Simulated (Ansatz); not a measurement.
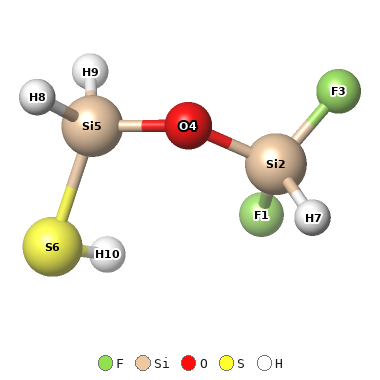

The system is F₂H₄OSSi₂, SMILES F[SiH](F)O[SiH2]S; the picture shows the reference structure. Coordinates scanned: (1) angle Si2–O4–Si5 (carried through 180); (2) change of the bonds O4–Si2, O4–Si5, all alike. Nothing is relaxed (all other coordinates rigid). The scan uses an 11 × 11 grid. Points are written as (first, second). All energies are given in eV relative to the relaxed molecule at the same level. Level of theory: Ansatz, RKS PBE-D4/def2-SVP.

Its coordinates:

```xyz
10

F     0.0748   -1.3097    1.5024
Si    0.5794   -1.5828   -0.0257
F    -0.2650   -2.8535   -0.5727
O     0.2276   -0.2548   -0.9303
Si   -0.5133    1.2398   -0.6477
S     0.3167    2.2213    1.0743
H     2.0227   -1.9132   -0.0359
H    -0.2129    2.1272   -1.8116
H    -1.9837    0.9970   -0.4844
H    -0.1630    1.2773    1.9345
```

Range: angle Si2–O4–Si5 (carried through 180) from 117.6 to 242.4°; change of the bonds O4–Si2, O4–Si5, all alike from −0.184 to 0.284 Å.

**What will the energy surface look like?**

The lowest grid point is at (130.1°, 0.003 Å), 0.010 eV from the relaxed molecule at the same level. The highest grid point, (117.6°, −0.184 Å), lies 2.33 eV above the lowest. Round the minimum the valley is somewhat tilted: raising the first coordinate shifts the best value of the second coordinate downwards (coupling k₁₂/√(k₁₁k₂₂) about 0.3).

```tsv
second ↓, first →	117.6	130.1	142.6	155.1	167.5	180.0	192.5	204.9	217.4	229.9	242.4
0.284	1.47	1.58	1.73	1.87	1.97	2.01	1.99	1.91	1.80	1.68	1.60
0.237	1.10	1.17	1.31	1.44	1.52	1.56	1.54	1.47	1.38	1.29	1.23
0.190	0.77	0.81	0.92	1.03	1.11	1.14	1.13	1.07	1.00	0.92	0.89
0.143	0.50	0.49	0.58	0.67	0.74	0.76	0.76	0.71	0.66	0.61	0.60
0.097	0.30	0.24	0.30	0.38	0.43	0.46	0.45	0.42	0.38	0.36	0.38
0.050	0.20	0.07	0.10	0.16	0.20	0.22	0.22	0.21	0.19	0.19	0.24
0.003	0.22	0.01	0.01	0.05	0.08	0.10	0.10	0.10	0.10	0.13	0.21
−0.043	0.39	0.09	0.06	0.07	0.09	0.11	0.12	0.13	0.15	0.21	0.33
−0.090	0.77	0.36	0.28	0.27	0.28	0.29	0.31	0.33	0.38	0.46	0.62
−0.137	1.39	0.86	0.73	0.70	0.69	0.70	0.72	0.76	0.83	0.94	1.14
−0.184	2.34	1.64	1.46	1.41	1.38	1.38	1.41	1.47	1.56	1.70	1.96
```

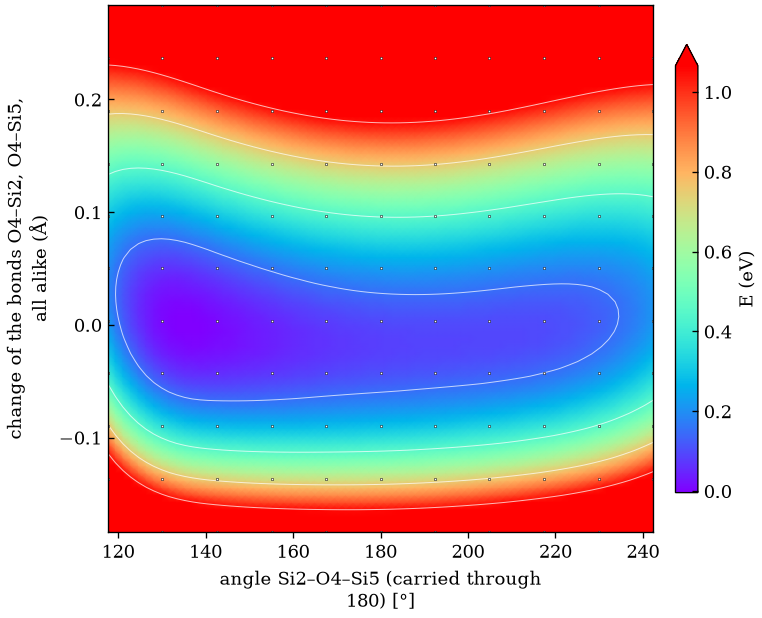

Drawn: a smooth colour map with a few white contour lines, dots at the grid points, one colour for all values above the top of the scale. Between grid points the surface is interpolated.

Each point was launched as `ansatz run input.yaml --threads 1 --pin off --max-ram 2560MiB --backend cpu --events-out ev --progress --plain --runs-dir out`. Time for the 121 points that were run: 8.8 min on 1 thread of Intel(R) Xeon(R) Platinum 8488C (Sapphire Rapids), with other jobs on the host.
